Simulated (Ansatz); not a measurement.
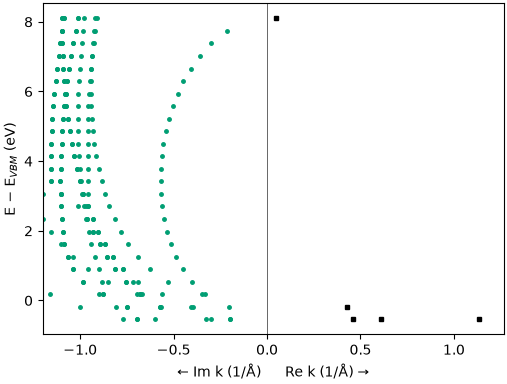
Figure: Complex bands at the centre of the two-dimensional zone; Ansatz (a program for electronic structure) with r2SCAN

No gap correction and no spin-orbit coupling; mid-gap values are interpolated between computed energies.

**Question.** This is MgF2 (P4_2/mnm, rutile, 6 atoms a cell, 10.8 Å³ an atom) along the normal of (111). Read off the slowest decay at the centre of the two-dimensional zone at 4.14 eV, the computed energy nearest the middle of the gap.

**Answer.** κ ≈ 0.56 1/Å, a decay length 1/(2κ) of the density of 0.89 Å.
